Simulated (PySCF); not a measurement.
**C₅H₇ClGaN: density, localisation and related maps**

Input

```
{"job": {"kind": "uv", "xc": "wB97X-D", "basis": "def2-SVPD", "nstates": 8, "ntriplets": 3}, "charge": 0, "multiplicity": 1}
C     -2.371504    -1.320746     0.949750
C     -1.739456    -0.219222     0.270520
C     -1.252784     0.712490    -0.305973
C     -0.525572     1.782640    -0.984136
C      0.848258     1.392652    -0.893966
N      1.918415     0.993338    -0.767502
Ga     3.061897    -0.572374     0.016815
Cl     1.548532    -1.763332     0.831063
H     -2.921392    -0.962750     1.818758
H     -1.599539    -2.016907     1.276003
H     -3.056157    -1.833580     0.275770
H     -0.681509     2.744479    -0.484854
H     -0.831035     1.864117    -2.032406
H      3.904407     0.264029     1.006768
H      3.693026    -1.056842    -1.307900
```

Run with:

```sh
OMP_NUM_THREADS=1 python probes_run.py task.json out
```

Geometry: GFN2-xTB.

These are results of wB97X-D/def2-SVPD, SCF density, gas phase (PySCF), not measurements.

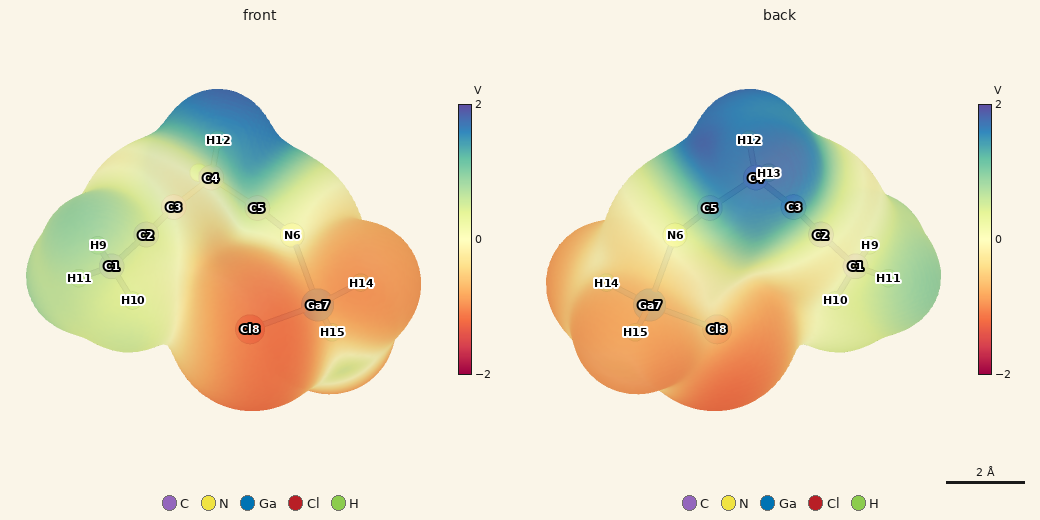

Figure 1. The molecular electrostatic potential painted on the density surface at 0.001 e/bohr³, seen from the front and from behind; red is negative and blue positive.

Q: Describe the electrostatic potential map.

A: The most negative region (about −1.2 V) lies over Cl8, the most positive (about +1.8 V) over C4, C5, H12 and H13.

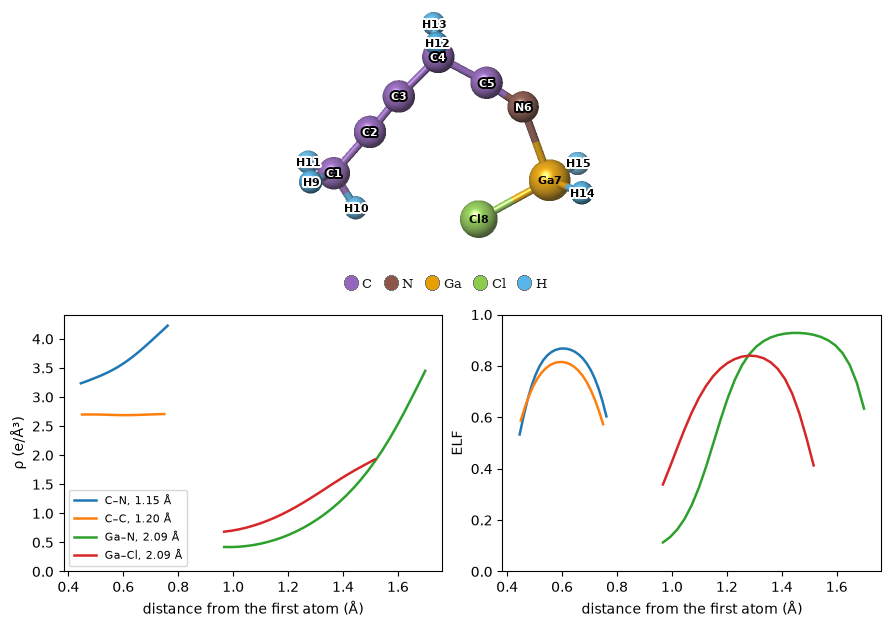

Figure 2. Electron density and ELF along straight lines between neighbouring atoms. The curves leave out the atomic cores. The structure is drawn too.

Q: Compare the contacts.

A: C–N (1.15 Å): ρ is about 3.5 e/Å³ halfway; the ELF peaks at about 0.85 between the atoms; a multiple bond.
C–C (1.20 Å): the density is about 2.7 e/Å³ at the midpoint; the ELF peaks at about 0.80 between the atoms: a multiple bond.
Ga–N (2.09 Å): ρ is about 0.44 e/Å³ halfway; the ELF peaks at about 0.95 in the valence shell of N, 0.6 Å from its nucleus, and is about 0.20 at the midpoint.
Ga–Cl (2.09 Å): the density is about 0.75 e/Å³ at the midpoint; the ELF peaks at about 0.85 in the valence shell of Cl, 0.8 Å from its nucleus, and is about 0.55 at the midpoint.
